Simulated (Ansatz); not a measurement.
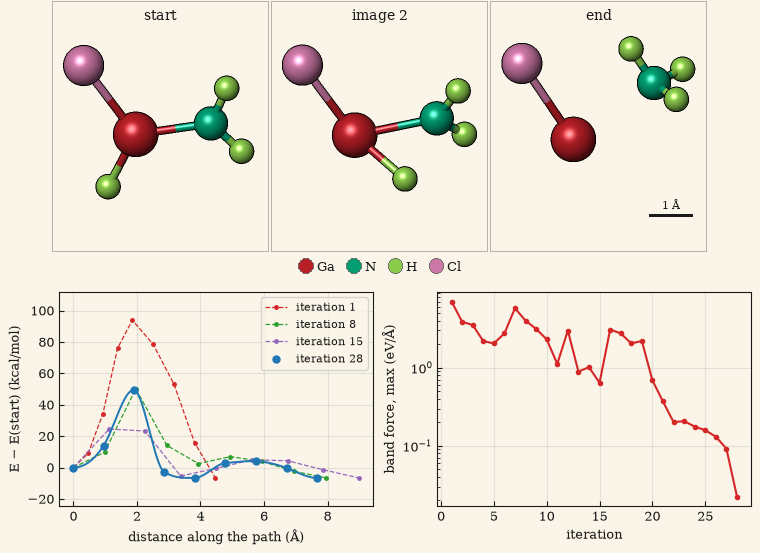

NEB run on GaNH$_{3}$Cl. Images are numbered from 0 (start) to 8 (end). The plot follows the band through its iterations. The picture is a ball-and-stick view, seen at a tilt.

Method: RKS PBE-D4/def2-TZVP in Ansatz 0.2.0.

The input:
```yaml
crystal:
  periodic: [false, false, false]
  atoms:
    - { symbol: Ga, position_ang: [0.657483, 0.04116, 0.024871] }
    - { symbol: "N", position_ang: [0.950076, -0.030194, 1.813467] }
    - { symbol: H, position_ang: [0.199397, -0.116034, 2.489615] }
    - { symbol: H, position_ang: [1.867728, 0.011213, 2.24172] }
    - { symbol: H, position_ang: [1.745408, 0.173737, -1.075831] }
    - { symbol: Cl, position_ang: [-1.436891, -0.079883, -0.506142] }
basis:
  gaussian: { orbitals: def2-TZVP }
hamiltonian:
  xc: pbe
  dispersion: d4
neb:
  order_check: false
  images: 7
  f_tol: 0.05
  max_iterations: 60
  spring: 50.0
  final_atoms:
    - { symbol: Ga, position_ang: [0.25144621, -1.09262078, -0.67683653] }
    - { symbol: "N", position_ang: [1.29462605, 0.14506388, 1.16549363] }
    - { symbol: H, position_ang: [0.44340705, 0.60432473, 1.50638159] }
    - { symbol: H, position_ang: [1.68620183, -0.41614887, 1.92601482] }
    - { symbol: H, position_ang: [1.98102159, 0.86259473, 0.91959352] }
    - { symbol: Cl, position_ang: [-1.67350173, -0.10321469, 0.14705296] }
  initial_path:
    images:
      - { positions_ang: [[0.657483, 0.04116, 0.024871], [0.950076, -0.030194, 1.813467], [0.199397, -0.116034, 2.489615], [1.867728, 0.011213, 2.24172], [1.745408, 0.173737, -1.075831], [-1.436891, -0.079883, -0.506142]] }
      - { positions_ang: [[0.4933942, 0.03294582, 0.01843879], [1.05934087, -0.02470564, 1.76420996], [0.276624, -0.15688255, 2.40307521], [1.96690503, 0.0723782, 2.21863927], [1.74889092, 0.13021782, -0.75620804], [-1.56195401, -0.05395464, -0.66045519]] }
      - { positions_ang: [[0.32930539, 0.02473164, 0.01200658], [1.16860573, -0.01921727, 1.71495291], [0.353851, -0.1977311, 2.31653543], [2.06608205, 0.13354339, 2.19555854], [1.75237385, 0.08669863, -0.43658508], [-1.68701702, -0.02802629, -0.81476838]] }
      - { positions_ang: [[0.16521659, 0.01651746, 0.00557437], [1.2778706, -0.01372891, 1.66569587], [0.431078, -0.23857965, 2.22999564], [2.16525908, 0.19470859, 2.17247781], [1.75585677, 0.04317945, -0.11696212], [-1.81208004, -0.00209793, -0.96908157]] }
      - { positions_ang: [[0.00112778, 0.00830328, -0.00085784], [1.38713547, -0.00824055, 1.61643882], [0.508305, -0.27942821, 2.14345586], [2.2644361, 0.25587379, 2.14939708], [1.75933969, -0.00033974, 0.20266084], [-1.93714305, 0.02383042, -1.12339476]] }
      - { positions_ang: [[0.06370739, -0.26692773, -0.16985251], [1.36400811, 0.03008556, 1.50370252], [0.49208051, -0.05848997, 1.98418729], [2.11987754, 0.08786812, 2.09355152], [1.81476017, 0.21539388, 0.38189401], [-1.87123272, -0.00793085, -0.80578283]] }
      - { positions_ang: [[0.12628699, -0.54215875, -0.33884718], [1.34088076, 0.06841167, 1.39096622], [0.47585603, 0.16244826, 1.82491873], [1.97531897, -0.08013754, 2.03770595], [1.87018064, 0.43112749, 0.56112718], [-1.80532239, -0.03969213, -0.4881709]] }
      - { positions_ang: [[0.1888666, -0.81738977, -0.50784185], [1.3177534, 0.10673778, 1.27822993], [0.45963154, 0.38338649, 1.66565016], [1.8307604, -0.2481432, 1.98186039], [1.92560112, 0.64686111, 0.74036035], [-1.73941206, -0.07145341, -0.17055897]] }
      - { positions_ang: [[0.25144621, -1.09262078, -0.67683653], [1.29462605, 0.14506388, 1.16549363], [0.44340705, 0.60432473, 1.50638159], [1.68620183, -0.41614887, 1.92601482], [1.98102159, 0.86259473, 0.91959352], [-1.67350173, -0.10321469, 0.14705296]] }
```

Command:
```bash
ansatz run input.yaml --threads 4 --pin off --max-ram 5120MiB --backend cpu --events-out ev --progress --plain --runs-dir out
```

> How did the profile develop, and is the result final?

The run is converged, with reservations. The band converged in 28 iterations. The largest component of the band force went from 7 to 0.022 eV/Å. The climbing image converged on the top of the path. Its curvatures weren't checked. The spring constant is far from the usual few eV/Å², which spoils the spacing or the steps. The first iteration put the highest image at 93.9 kcal/mol. The energy climbs by 49.4 kcal/mol to image 2 and then falls by 56.0 kcal/mol, so the end point sits at −6.6 kcal/mol. The profile has 2 maxima (images 2, 6) with a dip at image 4 (−6.6 kcal/mol), so the process runs in steps.
